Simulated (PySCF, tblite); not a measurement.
# C5H7N3O: dynamics, then NMR shifts on frames, part 2 of 2

tblite 0.8.0 and PySCF 2.14.0. Atoms count from 0. Earlier steps stand in the parts before.

## 5. Nuclear shieldings: 625 fs, PBE0/pcSseg-1

What the job is given:

```
{"job": {"kind": "nmr", "xc": "PBE0", "basis": "pcSseg-1", "pop": false}, "charge": 0, "multiplicity": 1}
C     -2.269300    -1.873400    -0.360700
N     -1.959000    -0.657200    -0.205400
C     -1.401400    -0.138200     1.017700
C     -1.865800     1.224500     1.450100
C      0.121000    -0.227900     0.889100
N      0.697800    -1.157200     0.127200
C      1.972300    -0.967900     0.433200
N      2.210000    -0.020700     1.302500
O      0.994000     0.467900     1.618200
H     -2.131100    -2.691500     0.478300
H     -2.780400    -2.197900    -1.271800
H     -1.658200    -0.874400     1.821300
H     -1.216500     1.768300     2.095000
H     -2.759200     1.073700     2.103600
H     -2.065600     1.850900     0.560800
H      2.804200    -1.583300    -0.053200
```

With the program's defaults for keys left out, this is: GIAO PBE0/pcSseg-1 NMR shielding, non-relativistic, gas phase.

The log of the run:

```text
coarse grid: 14048 points
cycle   1  E = -433.4542982654  dE =  1.582e+00  |g| = 5.707e-01  |ddm| = 3.720e+00
cycle   2  E = -433.3856020287  dE =  6.870e-02  |g| = 8.272e-01  |ddm| = 1.025e+00
cycle   3  E = -433.5228416676  dE = -1.372e-01  |g| = 1.098e-01  |ddm| = 6.060e-01
cycle   4  E = -433.5248000178  dE = -1.958e-03  |g| = 5.264e-02  |ddm| = 1.009e-01
cycle   5  E = -433.5253600481  dE = -5.600e-04  |g| = 1.504e-02  |ddm| = 4.194e-02
cycle   6  E = -433.5253980712  dE = -3.802e-05  |g| = 4.898e-03  |ddm| = 1.160e-02
cycle   7  E = -433.5254031658  dE = -5.095e-06  |g| = 9.559e-04  |ddm| = 3.943e-03
final grid: 137832 points
cycle   8  E = -433.5851324486  dE = -2.963e-05  |g| = 1.109e-02  |ddm| = 3.014e-02
cycle   9  E = -433.5850908429  dE =  4.161e-05  |g| = 1.871e-02  |ddm| = 1.846e-02
cycle  10  E = -433.5851558036  dE = -6.496e-05  |g| = 2.458e-03  |ddm| = 1.190e-02
cycle  11  E = -433.5851570941  dE = -1.290e-06  |g| = 4.995e-04  |ddm| = 1.841e-03
cycle  12  E = -433.5851571394  dE = -4.528e-08  |g| = 2.056e-04  |ddm| = 4.564e-04
cycle  13  E = -433.5851571478  dE = -8.434e-09  |g| = 6.436e-05  |ddm| = 1.806e-04
cycle  14  E = -433.5851571487  dE = -8.749e-10  |g| = 1.987e-05  |ddm| = 5.939e-05
converged SCF energy = -433.5851571487

GIAO shielding tensors (ppm)
atom      isotropic    diamagn.    paramagn.     s11        s22        s33       span
  0 C       18.797     252.130    -233.333    -82.312     28.962    109.742    192.053
  1 N     -144.701     327.434    -472.135   -523.539   -147.185    236.621    760.160
  2 C      118.067     245.366    -127.299     98.207    113.775    142.220     44.013
  3 C      168.956     244.252     -75.296    153.437    163.167    190.265     36.828
  4 C       -9.394     260.332    -269.726    -79.188    -20.449     71.456    150.644
  5 N      -20.120     328.985    -349.105   -184.872    -93.484    217.994    402.866
  6 C       22.264     253.696    -231.432    -77.486     40.328    103.951    181.438
  7 N     -132.618     320.609    -453.227   -328.066   -114.758     44.969    373.035
  8 O      -66.948     401.499    -468.447   -236.519   -137.617    173.291    409.809
  9 H       22.585      27.553      -4.968     18.890     22.781     26.084      7.193
 10 H       23.333      28.402      -5.070     22.642     22.715     24.641      1.999
 11 H       27.153      31.192      -4.039     23.927     27.118     30.415      6.488
 12 H       29.702      30.000      -0.298     24.725     28.970     35.411     10.686
 13 H       29.139      26.311       2.828     24.684     27.133     35.601     10.917
 14 H       28.948      27.788       1.160     25.019     26.646     35.179     10.160
 15 H       22.420      27.403      -4.983     19.893     23.289     24.076      4.183
```

It took 23 s on 1 thread of Intel Xeon Platinum 8488C, shared host; peak memory 0.93 GiB.

In short: δ C4 196.3, C0 168.1, C6 164.7, C2 68.9, H15 9.30, H9 9.13 ppm.

## 6. Nuclear shieldings: 800 fs, PBE0/pcSseg-1

What the job is given:

```
{"job": {"kind": "nmr", "xc": "PBE0", "basis": "pcSseg-1", "pop": false}, "charge": 0, "multiplicity": 1}
C     -1.866700    -1.846300    -0.155400
N     -1.922800    -0.668700     0.246300
C     -1.214300    -0.136600     1.443600
C     -1.704100     1.338500     1.674000
C      0.225900    -0.306000     1.356000
N      0.872300    -1.366200     0.876000
C      2.189700    -1.075900     1.086300
N      2.325000     0.086800     1.648500
O      1.068600     0.618300     1.782800
H     -1.340700    -2.686500     0.242100
H     -2.414900    -2.015700    -1.060900
H     -1.516400    -0.795100     2.219700
H     -1.410500     1.654300     2.679200
H     -2.770000     1.445900     1.566300
H     -1.246500     2.015300     0.972300
H      2.978500    -1.702400     0.925500
```

With the program's defaults for keys left out, this is: GIAO PBE0/pcSseg-1 NMR shielding, non-relativistic, gas phase.

The log of the run:

```text
coarse grid: 14048 points
cycle   1  E = -433.4612785733  dE =  1.647e+00  |g| = 5.521e-01  |ddm| = 3.744e+00
cycle   2  E = -433.4101589105  dE =  5.112e-02  |g| = 7.588e-01  |ddm| = 9.905e-01
cycle   3  E = -433.5237718315  dE = -1.136e-01  |g| = 1.046e-01  |ddm| = 5.660e-01
cycle   4  E = -433.5256351614  dE = -1.863e-03  |g| = 4.521e-02  |ddm| = 9.599e-02
cycle   5  E = -433.5260524002  dE = -4.172e-04  |g| = 1.520e-02  |ddm| = 3.984e-02
cycle   6  E = -433.5260902327  dE = -3.783e-05  |g| = 5.180e-03  |ddm| = 1.168e-02
cycle   7  E = -433.5260954771  dE = -5.244e-06  |g| = 8.680e-04  |ddm| = 3.571e-03
final grid: 137832 points
cycle   8  E = -433.5862892453  dE = -3.456e-05  |g| = 1.240e-02  |ddm| = 3.039e-02
cycle   9  E = -433.5862348353  dE =  5.441e-05  |g| = 2.133e-02  |ddm| = 2.019e-02
cycle  10  E = -433.5863176536  dE = -8.282e-05  |g| = 2.925e-03  |ddm| = 1.332e-02
cycle  11  E = -433.5863195387  dE = -1.885e-06  |g| = 5.577e-04  |ddm| = 2.410e-03
cycle  12  E = -433.5863195975  dE = -5.878e-08  |g| = 2.100e-04  |ddm| = 4.856e-04
cycle  13  E = -433.5863196060  dE = -8.546e-09  |g| = 6.988e-05  |ddm| = 1.692e-04
cycle  14  E = -433.5863196071  dE = -1.024e-09  |g| = 2.003e-05  |ddm| = 6.423e-05
cycle  15  E = -433.5863196071  dE = -8.004e-11  |g| = 6.190e-06  |ddm| = 1.869e-05
converged SCF energy = -433.5863196071

GIAO shielding tensors (ppm)
atom      isotropic    diamagn.    paramagn.     s11        s22        s33       span
  0 C       23.631     253.563    -229.932    -79.404     17.317    132.981    212.385
  1 N     -145.449     329.312    -474.762   -489.473   -159.184    212.310    701.783
  2 C      130.424     244.990    -114.566    113.612    127.665    149.995     36.383
  3 C      166.028     245.212     -79.184    146.984    164.944    186.157     39.173
  4 C       -2.884     258.686    -261.571    -78.046    -12.760     82.154    160.200
  5 N      -20.146     329.789    -349.935   -191.636    -65.263    196.461    388.097
  6 C       23.537     253.310    -229.773    -88.659     44.901    114.370    203.029
  7 N     -153.279     318.783    -472.062   -367.089   -123.292     30.544    397.633
  8 O      -80.045     399.808    -479.853   -214.758   -154.275    128.899    343.656
  9 H       23.231      31.603      -8.372     19.525     23.807     26.361      6.836
 10 H       23.924      30.057      -6.133     22.137     23.598     26.037      3.900
 11 H       27.622      30.201      -2.579     24.534     26.869     31.463      6.929
 12 H       29.621      28.180       1.441     25.262     27.830     35.771     10.509
 13 H       29.883      28.434       1.450     25.829     27.357     36.464     10.635
 14 H       29.699      30.711      -1.012     26.027     28.545     34.524      8.497
 15 H       23.714      31.686      -7.972     22.186     22.883     26.073      3.888
```

It took 24 s on 1 thread of Intel Xeon Platinum 8488C, shared host; peak memory 0.86 GiB.

Key values: δ C4 189.8, C6 163.4, C0 163.3, C2 56.5, H9 8.49, H15 8.00 ppm.

## 7. Shielding tensors: 1000 fs, PBE0/pcSseg-1

What the job is given:

```
{"job": {"kind": "nmr", "xc": "PBE0", "basis": "pcSseg-1", "pop": false}, "charge": 0, "multiplicity": 1}
C     -1.296400    -1.545400    -0.552200
N     -1.763900    -0.659100     0.160800
C     -1.215800    -0.151000     1.360200
C     -1.912200     1.208300     1.723700
C      0.266600     0.109800     1.458800
N      1.197300    -0.628900     0.937300
C      2.364200     0.030700     1.200900
N      2.087300     1.192200     1.847500
O      0.707800     1.146800     2.044300
H     -0.333600    -2.086600    -0.451700
H     -1.894600    -1.929000    -1.368100
H     -1.473800    -0.902200     2.168800
H     -1.512000     1.601300     2.645800
H     -3.020900     0.908100     1.858500
H     -1.780700     1.961400     0.951800
H      3.389800    -0.246100     1.022100
```

Method: GIAO PBE0/pcSseg-1 NMR shielding, non-relativistic, gas phase.

The log of the run:

```text
coarse grid: 14048 points
cycle   1  E = -433.4575570708  dE =  1.620e+00  |g| = 5.532e-01  |ddm| = 3.726e+00
cycle   2  E = -433.4161017547  dE =  4.146e-02  |g| = 7.310e-01  |ddm| = 9.483e-01
cycle   3  E = -433.5199144494  dE = -1.038e-01  |g| = 9.552e-02  |ddm| = 5.261e-01
cycle   4  E = -433.5212372987  dE = -1.323e-03  |g| = 4.644e-02  |ddm| = 7.876e-02
cycle   5  E = -433.5216589598  dE = -4.217e-04  |g| = 1.531e-02  |ddm| = 3.805e-02
cycle   6  E = -433.5217039259  dE = -4.497e-05  |g| = 5.353e-03  |ddm| = 1.413e-02
cycle   7  E = -433.5217102285  dE = -6.303e-06  |g| = 1.497e-03  |ddm| = 4.633e-03
final grid: 137832 points
cycle   8  E = -433.5818343571  dE = -3.182e-05  |g| = 9.360e-03  |ddm| = 2.953e-02
cycle   9  E = -433.5818106652  dE =  2.369e-05  |g| = 1.493e-02  |ddm| = 1.478e-02
cycle  10  E = -433.5818512386  dE = -4.057e-05  |g| = 2.194e-03  |ddm| = 9.107e-03
cycle  11  E = -433.5818522806  dE = -1.042e-06  |g| = 3.256e-04  |ddm| = 1.843e-03
cycle  12  E = -433.5818523000  dE = -1.937e-08  |g| = 1.606e-04  |ddm| = 3.717e-04
cycle  13  E = -433.5818523053  dE = -5.340e-09  |g| = 5.803e-05  |ddm| = 1.429e-04
cycle  14  E = -433.5818523060  dE = -6.906e-10  |g| = 1.918e-05  |ddm| = 4.877e-05
converged SCF energy = -433.5818523060

GIAO shielding tensors (ppm)
atom      isotropic    diamagn.    paramagn.     s11        s22        s33       span
  0 C       28.238     254.650    -226.412    -66.775     15.339    136.150    202.925
  1 N     -112.449     326.493    -438.942   -464.910   -118.412    245.976    710.887
  2 C      128.975     242.871    -113.896    114.759    127.511    144.655     29.896
  3 C      156.011     246.381     -90.370    136.576    158.156    173.301     36.725
  4 C        9.928     261.111    -251.182    -58.964     -4.209     92.958    151.922
  5 N       -9.041     328.365    -337.406   -165.523    -61.536    199.937    365.460
  6 C        6.906     253.387    -246.481   -119.637     34.431    105.924    225.561
  7 N     -187.537     318.141    -505.678   -406.967   -158.548      2.904    409.871
  8 O      -74.542     401.907    -476.449   -189.878   -168.424    134.676    324.553
  9 H       22.639      31.430      -8.791     19.192     23.093     25.632      6.440
 10 H       23.844      29.384      -5.540     22.112     24.334     25.086      2.975
 11 H       26.215      27.991      -1.777     22.881     25.148     30.616      7.735
 12 H       29.238      29.299      -0.060     24.342     28.910     34.463     10.120
 13 H       27.809      26.230       1.579     23.912     25.893     33.621      9.709
 14 H       29.557      30.009      -0.452     26.703     27.752     34.217      7.514
 15 H       22.128      29.288      -7.160     20.219     21.611     24.554      4.335
```

Run time: 23 s. Hardware: 1 thread of Intel Xeon Platinum 8488C, shared host; peak memory 0.86 GiB.

This run: δ C6 180.0, C4 177.0, C0 158.7, C2 58.0, H15 9.59, H9 9.08 ppm.

## 8. Side by side: NMR shifts

Shifts (ppm) of some atoms, chosen among heavy atoms and hydrogens apart, with basis size and wall time:

| frame | C4 | C6 | H15 | H13 | N1 | N7 | O8 | functions | time |
| --- | --- | --- | --- | --- | --- | --- | --- | --- | --- |
| 250 fs | 183.4 | 162.5 | 9.33 | 0.68 | 441.2 | 407.6 | 415.9 | 188 | 24 s |
| 425 fs | 194.8 | 167.5 | 8.70 | 0.46 | 404.7 | 421.8 | 420.8 | 188 | 24 s |
| 625 fs | 196.3 | 164.7 | 9.30 | 2.58 | 412.4 | 400.3 | 403.0 | 188 | 23 s |
| 800 fs | 189.8 | 163.4 | 8.00 | 1.83 | 413.2 | 421.0 | 416.1 | 188 | 24 s |
| 1000 fs | 177.0 | 180.0 | 9.59 | 3.91 | 380.2 | 455.3 | 410.6 | 188 | 23 s |

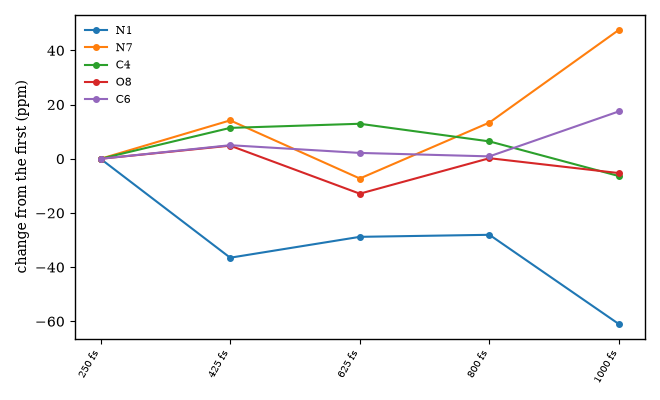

How five of the tabulated atoms move from run to run.

## 9. Results

The summary covers parts 1 to 2.

```
                                      quantity                                         value
                                    thermostat                                         300 K
                 mean temperature, second half                                         310 K
       mean potential energy above the minimum                                       0.52 eV
13C shifts against TMS (PBE0/pcSseg-1, 250 fs)           183.4, 167.2, 162.5, 69.9, 19.9 ppm
 1H shifts against TMS (PBE0/pcSseg-1, 250 fs)  9.33, 8.22, 8.14, 5.05, 2.96, 2.48, 0.68 ppm
15N shifts against NH3 (PBE0/pcSseg-1, 250 fs)                       441.2, 407.6, 294.1 ppm
17O shifts against H2O (PBE0/pcSseg-1, 250 fs)                                     415.9 ppm
                      range of the shift of N1                            380.2 to 441.2 ppm
```

In words: In the second half the potential energy averages 0.52 eV above the minimum; equipartition over 42 harmonic modes at 300 K would give 0.54 eV. With 16 atoms the temperature swings widely (147 to 460 K). Shifts at one fixed geometry are not the observed spectrum, which averages over the motion. In the first frame run (250 fs): The widest tensor belongs to N1: span 793 ppm, with a paramagnetic part of -505 ppm. NICS(1)zz of -29 ppm above the planar ring from C4 marks a diatropic (aromatic) ring current. Across the 5 runs the shift of N1 moves most, between 380.2 (1000 fs) and 441.2 ppm (250 fs).
